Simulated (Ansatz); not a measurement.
```
P Sb Ga
1.0
     4.22644    0.00000    0.00000
    -2.11322    3.66021    0.00000
     0.00000    0.00000   41.34799
P Sb Ga
3 9 12
Direct
  0.66667 0.33333 0.33316
  0.33333 0.66667 0.66649
  0.00000 0.00000 0.99983
  0.66667 0.33333 0.08006
  0.33333 0.66667 0.41340
  0.00000 0.00000 0.74673
  0.33333 0.66667 0.16659
  0.00000 0.00000 0.49993
  0.66667 0.33333 0.83326
  0.00000 0.00000 0.25316
  0.66667 0.33333 0.58649
  0.33333 0.66667 0.91983
  0.66667 0.33333 0.01564
  0.33333 0.66667 0.34898
  0.00000 0.00000 0.68231
  0.33333 0.66667 0.10263
  0.00000 0.00000 0.43596
  0.66667 0.33333 0.76930
  0.00000 0.00000 0.18936
  0.66667 0.33333 0.52269
  0.33333 0.66667 0.85602
  0.66667 0.33333 0.27606
  0.33333 0.66667 0.60940
  0.00000 0.00000 0.94273
```

Space group R3m; started from the ordered alloy on zincblende lattice prototype, which need not be the ambient phase.

These are results of DFT, r2SCAN, plane waves, PAW in Ansatz 0.2.0, not measurements.

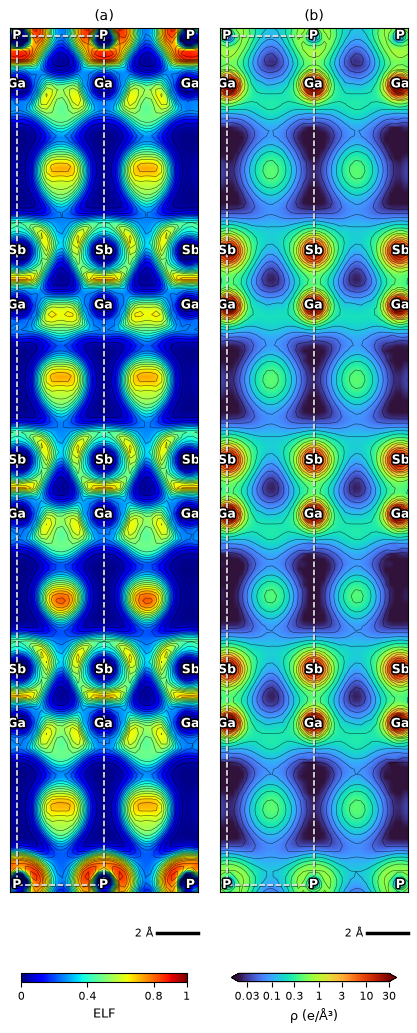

Ga4Sb3P. (a) electron localisation function; (b) valence pseudo-density on the (100) plane of the conventional cell.

The density is the valence pseudo-density of a PAW calculation; it isn't the true density close to the nuclei.

What does the map show?

Answer.
- The plane passes through P, Sb and Ga nuclei.
- Ga–P (2.36 Å): ρ is about 0.54 e/Å³ halfway; the ELF peaks at about 0.90 in the valence shell of P, 0.8 Å from its nucleus, and is about 0.75 at the midpoint.
- Ga–Sb (2.64 Å): ρ at the midpoint is about 0.43 e/Å³; the ELF peaks at about 0.75 between the atoms.
- Ga–Sb (2.66 Å): the density is about 0.44 e/Å³ at the midpoint, with its minimum of 0.38 e/Å³ about 1.1 Å from Ga; the ELF peaks at about 0.75 between the atoms.
- Between the atoms the lowest density in this plane is 0.006 e/Å³.
